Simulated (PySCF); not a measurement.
**C$_{3}$H$_{11}$NOSi$_{2}$ (SMILES C=CCN[SiH2]O[SiH3]): density, localisation and related maps**

```xyz
18

C    -3.4872    0.6543   -0.1537
C    -2.4407   -0.0990   -0.4338
C    -1.3968   -0.5092    0.5620
N    -0.0752   -0.0507    0.1913
Si    0.9320   -0.8893   -0.9157
O     2.2895   -0.0157   -1.0554
Si    3.6380    0.6935   -0.5228
H    -4.2039    0.9426   -0.9037
H    -3.6785    1.0061    0.8473
H    -2.2530   -0.4400   -1.4431
H    -1.3588   -1.6007    0.6173
H    -1.6527   -0.1196    1.5536
H    -0.0215    0.9583    0.1915
H     0.4878   -0.9995   -2.3093
H     1.2174   -2.1901   -0.3121
H     4.6482   -0.3480   -0.3445
H     3.9831    1.6346   -1.5861
H     3.3635    1.3788    0.7409
```

Geometry: GFN2-xTB.

Level of theory: PySCF 2.14.0, CAM-B3LYP/def2-SVPD, SCF density, gas phase.

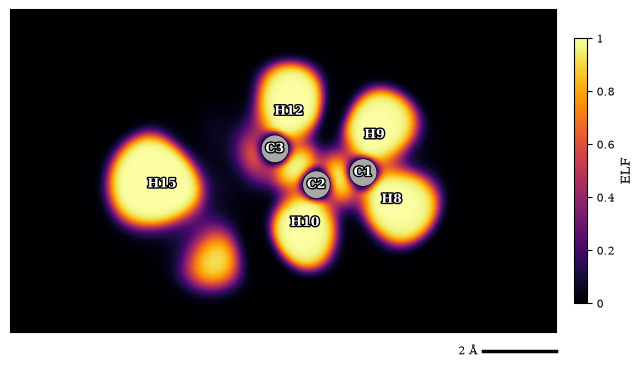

Figure 1. Electron localisation function on the plane of atoms H8, C1 and H9. Grey discs cover the atomic cores.

**Read the bonding off the picture.**

- The section cuts through C and H sites.
- C–C (1.32 Å): the ELF peaks at about 0.95 between the atoms (a short, multiple covalent bond).
- C–C (1.50 Å): the ELF peaks at about 0.95 between the atoms, as expected for a covalent bond.
- C–H (1.08 Å): the ELF climbs to about 1 towards the hydrogen, as it does in any bond to H: a covalent bond by its length.

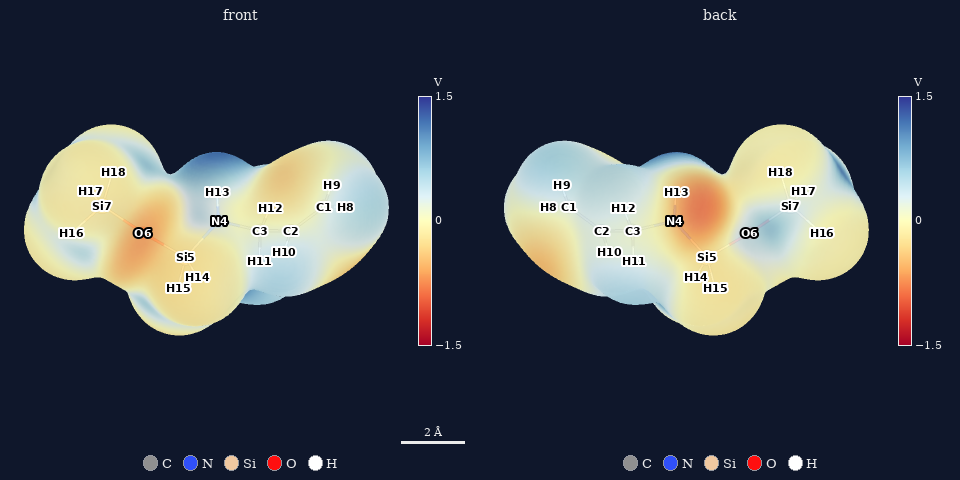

Figure 2. The electrostatic potential painted on the density surface at 0.001 e/bohr³, seen from the front and from behind; red is negative and blue positive.

**Which sites attract a positive test charge, and which a negative one?**

A positive charge is drawn to the negative regions and a negative charge to the positive ones. The most negative region (about −0.8 V) lies over N4, the most positive (about +1.2 V) over Si7 and H13.

**What dipole moment does the calculation give?**

Its dipole moment is 1.02 D.
